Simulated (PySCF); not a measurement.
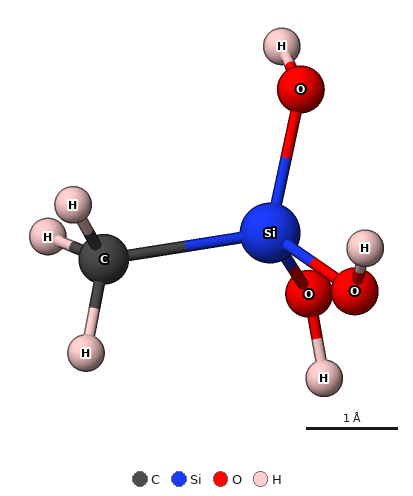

The structure (ball-and-stick view, seen at a tilt).

# CH₆O₃Si: NMR shielding calculation

CH₆O₃Si, SMILES C[Si](O)(O)O, computed with GIAO wB97X-D/pcSseg-1 NMR shielding, non-relativistic, IEF-PCM chloroform (PySCF 2.14.0).

The geometry comes from this level: GFN2-xTB. Figures and captions count atoms from 1; the log counts them from 0 in places.

## Output
```
coarse grid: 9688 points
cycle   1  E = -556.6568585101  dE =  6.332e-01  |g| = 1.107e+00  |ddm| = 2.866e+00
cycle   2  E = -556.6444463364  dE =  1.241e-02  |g| = 1.180e+00  |ddm| = 1.207e+00
cycle   3  E = -556.8677353906  dE = -2.233e-01  |g| = 5.296e-02  |ddm| = 6.251e-01
cycle   4  E = -556.8683295121  dE = -5.941e-04  |g| = 2.238e-02  |ddm| = 5.752e-02
cycle   5  E = -556.8684582751  dE = -1.288e-04  |g| = 4.636e-03  |ddm| = 2.166e-02
cycle   6  E = -556.8684650069  dE = -6.732e-06  |g| = 5.513e-04  |ddm| = 6.227e-03
final grid: 88992 points
cycle   7  E = -556.9261380310  dE = -1.053e-04  |g| = 3.824e-03  |ddm| = 2.493e-02
cycle   8  E = -556.9261409146  dE = -2.884e-06  |g| = 2.538e-03  |ddm| = 5.595e-03
cycle   9  E = -556.9261420047  dE = -1.090e-06  |g| = 6.484e-04  |ddm| = 1.668e-03
cycle  10  E = -556.9261421201  dE = -1.154e-07  |g| = 2.329e-04  |ddm| = 9.195e-04
cycle  11  E = -556.9261421345  dE = -1.431e-08  |g| = 6.177e-05  |ddm| = 2.806e-04
cycle  12  E = -556.9261421358  dE = -1.332e-09  |g| = 1.240e-05  |ddm| = 8.902e-05
cycle  13  E = -556.9261421359  dE = -6.719e-11  |g| = 2.608e-06  |ddm| = 2.467e-05
```

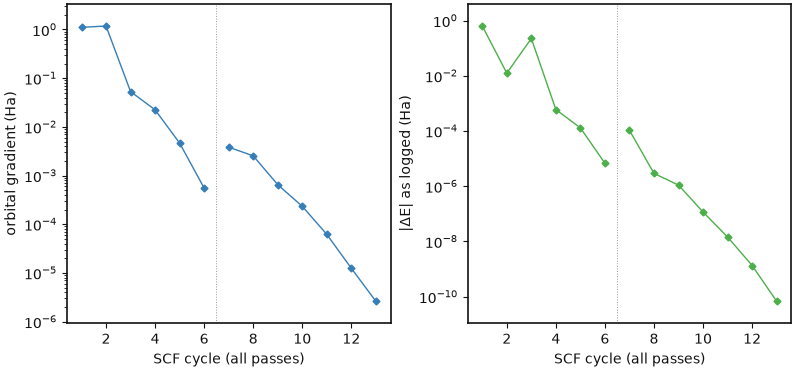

Convergence of the self-consistent field: orbital gradient and size of the energy change against the SCF cycle. The dotted line marks the change from a coarse to the final integration grid. The first 6 cycles use a coarse grid, the final grid takes over at cycle 7, and the field converges after 13 cycles in all.

```
converged SCF energy = -556.9261421359

GIAO shielding tensors (ppm)
atom      isotropic    diamagn.    paramagn.     s11        s22        s33       span
  0 C      188.595     258.220     -69.625    184.248    184.300    197.236     12.988
  1 Si     387.813     879.828    -492.015    379.361    379.471    404.608     25.247
  2 O      286.978     391.216    -104.238    262.767    272.900    325.268     62.501
  3 O      287.054     391.223    -104.169    262.917    272.864    325.380     62.463
  4 O      286.888     391.211    -104.323    262.665    272.742    325.258     62.593
  5 H       31.811      32.085      -0.275     27.560     29.211     38.661     11.101
  6 H       31.814      32.091      -0.276     27.561     29.218     38.664     11.103
  7 H       31.815      32.085      -0.269     27.564     29.211     38.670     11.106
  8 H       29.324      31.399      -2.075     21.447     23.312     43.212     21.765
  9 H       29.326      31.392      -2.067     21.440     23.331     43.206     21.767
 10 H       29.318      31.391      -2.073     21.441     23.309     43.204     21.763
```

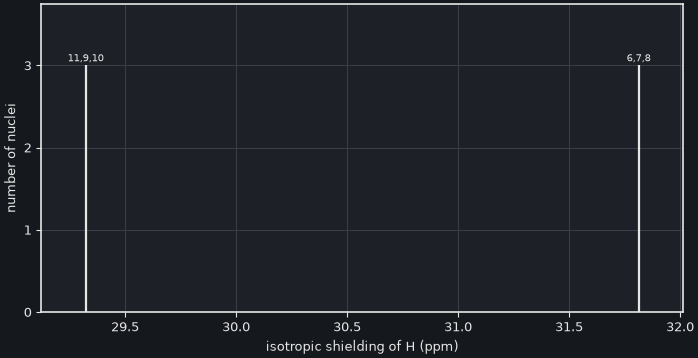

Isotropic shieldings of the hydrogen nuclei in this fixed geometry, labelled by atom number; shielding grows to the right, so chemical shift grows to the left. The least shielded is H11 (29.3 ppm), the most shielded H8 (31.8 ppm).

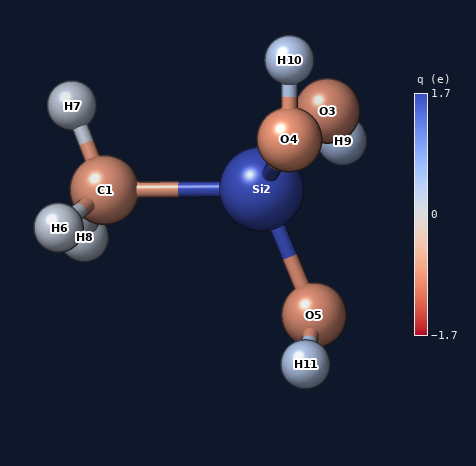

IAO charges, as the colour of each atom (ball-and-stick view, seen at a tilt; atoms are numbered from 1 in the order of the input). By element: C −0.78, Si +1.62, O −0.82 and H +0.16 to +0.38 e.

This output came from the following input.

## The input
```
{"job": {"xc": "wB97X-D", "basis": "pcSseg-1", "solvent": "chloroform", "kind": "nmr", "pop": true}, "charge": 0, "multiplicity": 1}
C     -1.245536    -0.696108     0.031505
Si     0.413003     0.229579    -0.013074
O      0.420851     1.367582    -1.177919
O      0.708082     0.972984     1.405454
O      1.647616    -0.790795    -0.307269
H     -1.332752    -1.313898     0.920073
H     -2.085104    -0.007751     0.031310
H     -1.361731    -1.348265    -0.828654
H      0.568896     1.102597    -2.080233
H      0.282226     1.805266     1.585435
H      1.989874    -1.318519     0.407407
```

The first line tells a small driver script what to run in PySCF; the rest is the geometry in Å.

Command:
```bash
OMP_NUM_THREADS=1 python <driver script> task.json out
```

## Results in brief

```json
{"quantity": "outcome", "value": "converged"}
{"quantity": "total energy", "value": "−556.926142 hartree"}
{"quantity": "HOMO", "value": "−10.35 eV"}
{"quantity": "LUMO", "value": "2.92 eV"}
{"quantity": "dipole moment", "value": "1.36 D"}
{"quantity": "isotropic shielding, C", "value": "188.6 ppm"}
{"quantity": "isotropic shielding, Si", "value": "387.8 ppm"}
{"quantity": "isotropic shielding, O", "value": "286.9 to 287.1 ppm"}
{"quantity": "isotropic shielding, H", "value": "29.3 to 31.8 ppm"}
{"quantity": "hardware", "value": "1 CPU thread, shared host"}
{"quantity": "wall time", "value": "21 s"}
{"quantity": "peak memory", "value": "0.63 GiB"}
```
